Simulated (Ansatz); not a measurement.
**Run report: Si2H6ClF, geometry relaxation**

System: Si2H6ClF.
Method: RKS LDA/def2-SVP (Ansatz 0.2.0).

It belongs to a series of runs on one base structure; here: end point A relaxed. Figures and captions count atoms from 1; the log counts them from 0 in places.

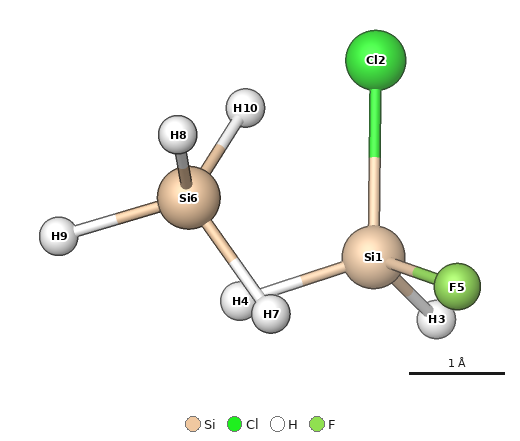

*The structure as given in the input (ball-and-stick view, seen at a tilt; atoms are numbered from 1 in the order of the input).*

Bond lengths as drawn: Cl–Si 2.10 Å, F–Si 1.61 Å and H–Si 1.48 to 1.51 Å.

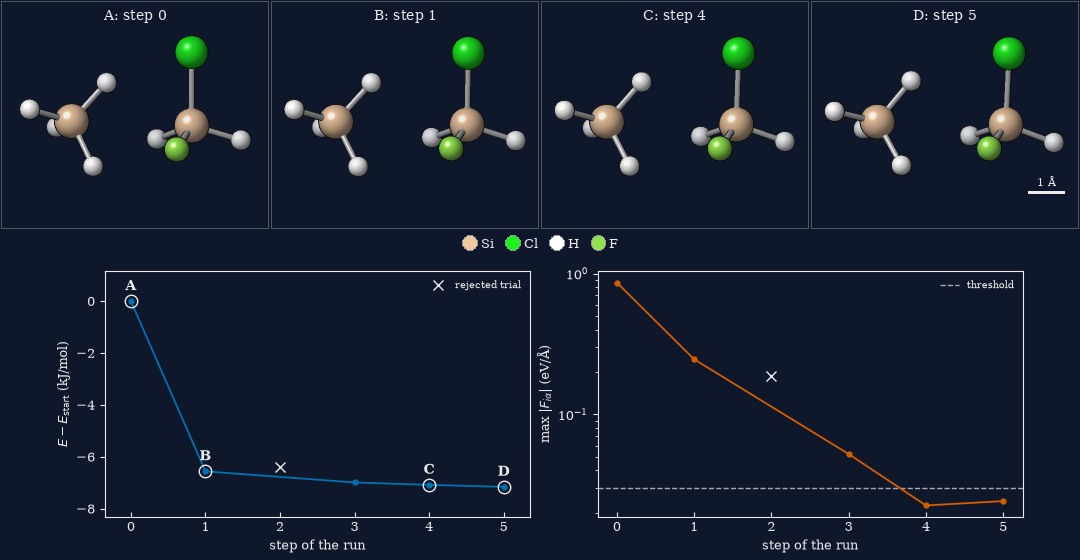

*Frames of the relaxation (ball-and-stick view, seen on its broad side) above the curves, on which the letters mark them (the first geometry is step 0 here and step 1 in the log).*

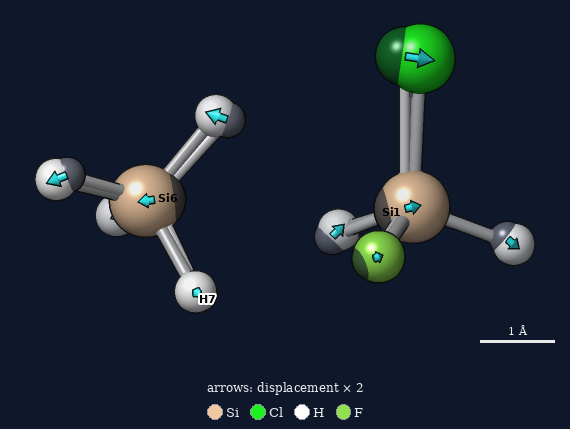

*Start (faint) and end (solid) with the displacements as teal arrows, magnified 2 times (ball-and-stick view, seen on its broad side). The two geometries are laid on each other by the best rigid fit.*

Over 5 geometry steps the energy falls by 7.16 kJ/mol. The largest force component goes from 0.86 to 0.024 eV/Å. The line search rejected the trial step at point 2 (counted from 0) and went back. The largest move after the best rigid fit is that of Cl2, 0.21 Å. Largest moves by element: Cl 0.21 Å, H 0.17 Å, Si 0.12 Å, F 0.08 Å. Among the contacts that change: Si1–Cl2 2.100 → 2.045 Å, Si6–H10 1.478 → 1.509 Å. (Atoms are counted from 1 in the order of the input.)

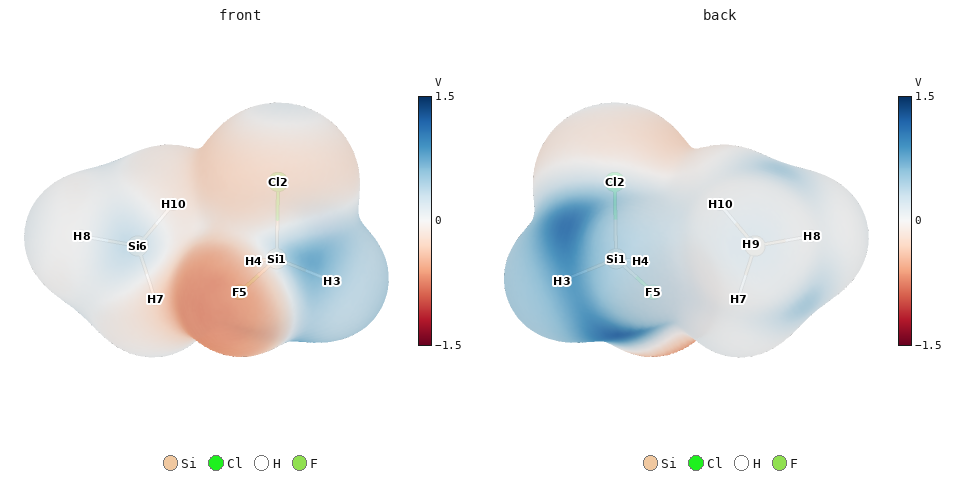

*The electrostatic potential painted on the density surface at 0.001 e/bohr³, seen at a tilt and from behind; the colour scale runs from red (negative) to blue (positive).*

A positive charge is drawn to the negative regions and a negative charge to the positive ones.

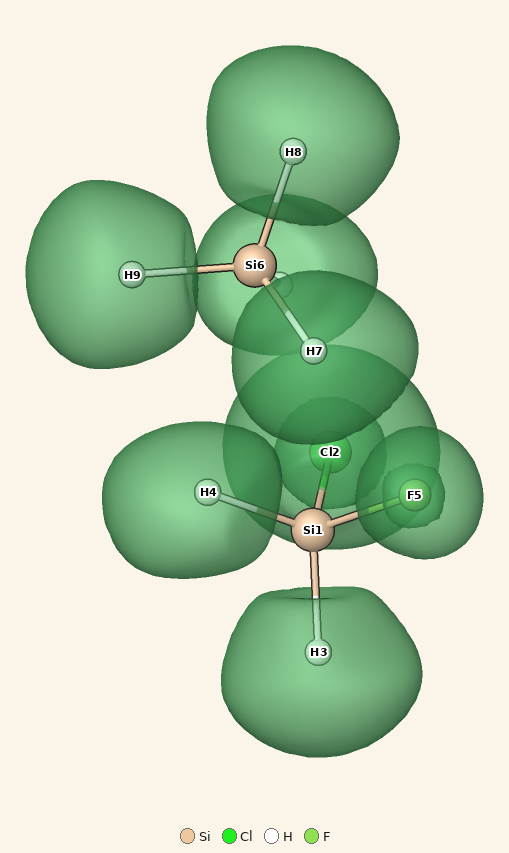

*Isosurface of the ELF at 0.75 (green), seen at an oblique angle. Only the valence region is drawn (cores and ρ < 0.01 e/Å³ removed).*

Values along the shortest contacts: Si1···Si6 (3.66 Å): the ELF is only about 0.05 between them; a non-bonded, intermolecular contact. Si–F (1.62 Å): the ELF peaks at about 0.85 between the atoms.

The input that produced these results follows, with the program's output.

**Input**
```yaml
crystal:
  periodic: [false, false, false]
  atoms:
    - { symbol: Si, position_ang: [0.338909, -0.068026, -0.015435] }
    - { symbol: Cl, position_ang: [1.01318, 0.096154, 1.966193] }
    - { symbol: H, position_ang: [1.536247, 0.01027, -0.907769] }
    - { symbol: H, position_ang: [-0.683287, 0.991172, -0.293102] }
    - { symbol: F, position_ang: [-0.335545, -1.523336, -0.200961] }
    - { symbol: Si, position_ang: [-2.852457, 0.075761, 1.223631] }
    - { symbol: H, position_ang: [-2.720446, -0.718433, -0.045552] }
    - { symbol: H, position_ang: [-3.901928, -0.554998, 2.096612] }
    - { symbol: H, position_ang: [-3.262212, 1.485092, 0.886334] }
    - { symbol: H, position_ang: [-1.560061, 0.100344, 1.94105] }
basis:
  gaussian: { orbitals: def2-SVP }
hamiltonian:
  xc: lda
relax:
  f_tol: 0.03
  max_steps: 50
output:
  orbitals: {}
```

Launch command:
```bash
ansatz run input.yaml --threads 2 --pin off --max-ram 3072MiB --backend cpu --events-out ev --progress --plain --runs-dir out
```

**Output**
```
The last accepted step is kept in [file] (removed where the run ends without a failure and the disk answers)
Engine: ansatz 0.2.0, aarch64-unknown-linux-gnu
Functional definition: SPW92
  exchange = slater_x
  correlation = pw_c
1083 factors; their error is unknown
mean field evaluation 1: about -30958.6252 eV, gradient 3.0e1 eV
mean field evaluation 2: about -30955.1180 eV, gradient 6.0e1 eV
mean field evaluation 4: about -30960.5828 eV, gradient 1.7e0 eV
mean field evaluation 8: about -30960.5925 eV, gradient 2.6e-2 eV
mean field evaluation 16: about -30960.5074 eV, gradient 4.4e-5 eV
mean field -30960.50741132 eV, -1137.7776615803 hartree, gradient 4.4e-5 eV, S^2 0.000000; 0 other end points of the search recorded, 0 dependent functions left out
the calculation of the forces begins
reference -30960.50744598 eV, -1137.7776628540 hartree; 30, 30 occupied and 68, 68 virtual orbitals, 1083 factors
relax step   1: F+E_penalty+E_count = -30960.50741132 eV  Δ(F+E_penalty+E_count) = +0.000e0 eV  max|allowed force component| = 8.640e-1 eV/Å  Δτ_max = 0.0000 Å  (24 SCF iters, accepted)
these checks for a lower state are left out or cut short: starts, cluster_reference, orbital_swaps, neighbouring_geometries, increment
1083 factors; their error is unknown
mean field -30960.57538165 eV, -1137.7801594439 hartree, gradient 1.4e-5 eV, S^2 0.000000; 0 other end points of the search recorded, 0 dependent functions left out
the calculation of the forces begins
reference -30960.57541725 eV, -1137.7801607522 hartree; 30, 30 occupied and 68, 68 virtual orbitals, 1083 factors
relax step   2: F+E_penalty+E_count = -30960.57538165 eV  Δ(F+E_penalty+E_count) = -6.797e-2 eV  max|allowed force component| = 2.463e-1 eV/Å  Δτ_max = 0.1940 Å  (26 SCF iters, accepted)
these checks for a lower state are left out or cut short: starts, cluster_reference, orbital_swaps, neighbouring_geometries, increment
1083 factors; their error is unknown
mean field -30960.57351463 eV, -1137.7800908321 hartree, gradient 1.6e-5 eV, S^2 0.000000; 0 other end points of the search recorded, 0 dependent functions left out
the calculation of the forces begins
reference -30960.57355021 eV, -1137.7800921398 hartree; 30, 30 occupied and 68, 68 virtual orbitals, 1083 factors
relax step   3: F+E_penalty+E_count = -30960.57351463 eV  Δ(F+E_penalty+E_count) = +1.867e-3 eV  max|allowed force component| = 1.875e-1 eV/Å  Δτ_max = 0.0748 Å  (27 SCF iters, rejected (line search))
these checks for a lower state are left out or cut short: starts, cluster_reference, orbital_swaps, neighbouring_geometries, increment
1083 factors; their error is unknown
mean field evaluation 32: about -30960.6654 eV, gradient 8.0e-3 eV
mean field -30960.57983520 eV, -1137.7803231087 hartree, gradient 1.1e-5 eV, S^2 0.000000; 0 other end points of the search recorded, 0 dependent functions left out
the calculation of the forces begins
reference -30960.57987073 eV, -1137.7803244146 hartree; 30, 30 occupied and 68, 68 virtual orbitals, 1083 factors
relax step   4: F+E_penalty+E_count = -30960.57983520 eV  Δ(F+E_penalty+E_count) = -4.454e-3 eV  max|allowed force component| = 5.228e-2 eV/Å  Δτ_max = 0.0357 Å  (26 SCF iters, accepted)
these checks for a lower state are left out or cut short: starts, cluster_reference, orbital_swaps, neighbouring_geometries, increment
1083 factors; their error is unknown
mean field -30960.58079267 eV, -1137.7803582952 hartree, gradient 1.1e-5 eV, S^2 0.000000; 0 other end points of the search recorded, 0 dependent functions left out
the calculation of the forces begins
reference -30960.58082814 eV, -1137.7803595989 hartree; 30, 30 occupied and 68, 68 virtual orbitals, 1083 factors
relax step   5: F+E_penalty+E_count = -30960.58079267 eV  Δ(F+E_penalty+E_count) = -9.575e-4 eV  max|allowed force component| = 2.253e-2 eV/Å  Δτ_max = 0.0308 Å  (27 SCF iters, accepted)
these checks for a lower state are left out or cut short: starts, cluster_reference, orbital_swaps, neighbouring_geometries, increment
1083 factors; their error is unknown
mean field -30960.58158505 eV, -1137.7803874146 hartree, gradient 1.0e-5 eV, S^2 0.000000; 0 other end points of the search recorded, 0 dependent functions left out
the calculation of the forces begins
reference -30960.58162047 eV, -1137.7803887164 hartree; 30, 30 occupied and 68, 68 virtual orbitals, 1083 factors
relax step   6: F+E_penalty+E_count = -30960.58158505 eV  Δ(F+E_penalty+E_count) = -7.924e-4 eV  max|allowed force component| = 2.419e-2 eV/Å  Δτ_max = 0.0550 Å  (26 SCF iters, accepted)
1083 factors; their error is unknown
mean field evaluation 64: about -30960.5816 eV, gradient 1.0e-2 eV
mean field -30960.58158505 eV, -1137.7803874146 hartree, gradient 1.0e-5 eV, S^2 0.000000; 1 other end points of the search recorded, 0 dependent functions left out
the calculation of the forces begins
reference -30960.58162047 eV, -1137.7803887164 hartree; 30, 30 occupied and 68, 68 virtual orbitals, 1083 factors
Total energy: -30960.58162047 eV, -1137.7803887164 hartree
Atom 0 at     0.457389    -0.066165    -0.029584 Å, force     0.015820     0.000228    -0.016999 eV/Å
Atom 1 at     1.203165     0.069982     1.869257 Å, force     0.006046    -0.003903    -0.009568 eV/Å
Atom 2 at     1.594714     0.000234    -1.001702 Å, force    -0.014945     0.002982     0.018780 eV/Å
Atom 3 at    -0.571814     1.003751    -0.236738 Å, force     0.002268     0.004139     0.003414 eV/Å
Atom 4 at    -0.263510    -1.501447    -0.202089 Å, force     0.002507    -0.000932     0.003537 eV/Å
Atom 5 at    -2.972768     0.074336     1.248977 Å, force    -0.000999    -0.011049     0.016134 eV/Å
Atom 6 at    -2.758318    -0.742153     0.004510 Å, force    -0.002360     0.001164     0.011385 eV/Å
Atom 7 at    -4.062353    -0.541360     2.085076 Å, force     0.010428     0.005371    -0.008434 eV/Å
Atom 8 at    -3.363720     1.477657     0.870359 Å, force     0.005422     0.002048    -0.004202 eV/Å
Atom 9 at    -1.690386     0.119166     2.042935 Å, force    -0.024186    -0.000049    -0.014048 eV/Å
Dipole moment:     0.067100     0.193122    -0.163490 e Å
```

**Trajectory as extended XYZ (Å, eV, eV/Å), 6 frames, from step=1 to step=6**
```
10
Properties=species:S:1:pos:R:3:forces:R:3 step=1 energy=-30960.50741
Si    0.3389   -0.0680   -0.0154    0.4336   0.0367   0.8126
Cl    1.0132    0.0962    1.9662   -0.1508  -0.0593  -0.8640
H     1.5362    0.0103   -0.9078    0.0014  -0.0040  -0.0100
H    -0.6833    0.9912   -0.2931    0.0033  -0.0006   0.0161
F    -0.3355   -1.5233   -0.2010    0.0250   0.0272  -0.0066
Si   -2.8525    0.0758    1.2236   -0.6331  -0.0093  -0.2196
H    -2.7204   -0.7184   -0.0456   -0.0086   0.0004   0.0041
H    -3.9019   -0.5550    2.0966   -0.0237   0.0008   0.0151
H    -3.2622    1.4851    0.8863    0.0111   0.0023  -0.0001
H    -1.5601    0.1003    1.9410    0.3417   0.0059   0.2523
10
Properties=species:S:1:pos:R:3:forces:R:3 step=2 energy=-30960.57538
Si    0.4879   -0.0713   -0.0472    0.0636   0.0163   0.2463
Cl    1.1867    0.0922    1.8795   -0.0891  -0.0105  -0.1853
H     1.6641   -0.0019   -0.9654    0.0107  -0.0066  -0.0561
H    -0.5406    0.9900   -0.3012    0.0015  -0.0207   0.0161
F    -0.2119   -1.5166   -0.2182   -0.0155   0.0260  -0.0085
Si   -3.0114    0.0776    1.2608   -0.0397   0.0078  -0.0929
H    -2.8555   -0.7161   -0.0068   -0.0043  -0.0130  -0.0016
H    -4.0536   -0.5531    2.1406   -0.0463   0.0179  -0.0123
H    -3.3890    1.4942    0.9180   -0.0411  -0.0189   0.0116
H    -1.7043    0.0991    1.9910    0.1602   0.0016   0.0827
10
Properties=species:S:1:pos:R:3:forces:R:3 step=3 energy=-30960.57352 accepted=F
Si    0.4870   -0.0703   -0.0220   -0.0053   0.1875  -0.0251
Cl    1.2091    0.0857    1.8929   -0.0942  -0.1025  -0.1561
H     1.6417   -0.0120   -0.9690    0.0516  -0.0217   0.0048
H    -0.5178    1.0159   -0.2625    0.0012   0.0160   0.0468
F    -0.2674   -1.4785   -0.2510    0.0296  -0.0792   0.1314
Si   -2.9994    0.0672    1.2522   -0.0363   0.0037  -0.0421
H    -2.8534   -0.7613    0.0076    0.0137  -0.0119  -0.0141
H    -4.0481   -0.5343    2.1457   -0.0142   0.0010   0.0076
H    -3.3945    1.4698    0.8773   -0.0080   0.0073   0.0005
H    -1.6849    0.1117    1.9798    0.0617  -0.0002   0.0465
10
Properties=species:S:1:pos:R:3:forces:R:3 step=4 energy=-30960.57984
Si    0.4844   -0.0676   -0.0359   -0.0313   0.0523   0.0143
Cl    1.1911    0.0886    1.8764    0.0013  -0.0203   0.0020
H     1.6472   -0.0104   -0.9741    0.0065  -0.0050  -0.0229
H    -0.5367    1.0044   -0.2728    0.0085  -0.0016  -0.0009
F    -0.2423   -1.4980   -0.2159    0.0003  -0.0240   0.0135
Si   -2.9988    0.0719    1.2538    0.0002   0.0052  -0.0309
H    -2.8424   -0.7353   -0.0048    0.0044  -0.0057   0.0001
H    -4.0525   -0.5440    2.1317   -0.0174   0.0007  -0.0015
H    -3.3896    1.4820    0.9005   -0.0095  -0.0038  -0.0001
H    -1.6880    0.1024    1.9921    0.0369   0.0022   0.0265
10
Properties=species:S:1:pos:R:3:forces:R:3 step=5 energy=-30960.58079
Si    0.4730   -0.0681   -0.0339   -0.0046   0.0225   0.0026
Cl    1.1915    0.0825    1.8743    0.0026  -0.0100   0.0016
H     1.6291   -0.0052   -0.9815   -0.0044  -0.0003  -0.0103
H    -0.5537    0.9999   -0.2632    0.0051   0.0010   0.0020
F    -0.2459   -1.5032   -0.2105   -0.0036  -0.0102   0.0078
Si   -2.9883    0.0740    1.2520   -0.0038   0.0032  -0.0114
H    -2.8118   -0.7325   -0.0043    0.0036  -0.0081   0.0014
H    -4.0532   -0.5444    2.1152   -0.0100  -0.0002  -0.0049
H    -3.3812    1.4819    0.8934   -0.0040   0.0007  -0.0020
H    -1.6872    0.1091    2.0095    0.0190   0.0013   0.0132
10
Properties=species:S:1:pos:R:3:forces:R:3 step=6 energy=-30960.58158
Si    0.4574   -0.0662   -0.0296    0.0158   0.0002  -0.0170
Cl    1.2032    0.0700    1.8693    0.0060  -0.0039  -0.0096
H     1.5947    0.0002   -1.0017   -0.0149   0.0030   0.0188
H    -0.5718    1.0038   -0.2367    0.0023   0.0041   0.0034
F    -0.2635   -1.5014   -0.2021    0.0025  -0.0009   0.0035
Si   -2.9728    0.0743    1.2490   -0.0010  -0.0110   0.0161
H    -2.7583   -0.7422    0.0045   -0.0024   0.0012   0.0114
H    -4.0624   -0.5414    2.0851    0.0104   0.0054  -0.0084
H    -3.3637    1.4777    0.8704    0.0054   0.0020  -0.0042
H    -1.6904    0.1192    2.0429   -0.0242   0.0000  -0.0140
```

**Results in brief**

- outcome: converged
- total energy: −30960.5816 eV
- mean-field energy: −30960.5816 eV
- largest force (length of the vector) at the end: 0.028 eV/Å
- hardware: 2 threads of Arm Neoverse V1, 24 GiB of memory available, shared host
- wall time: 7.5 s (CPU time 14 s)
- peak memory: 0.13 GiB
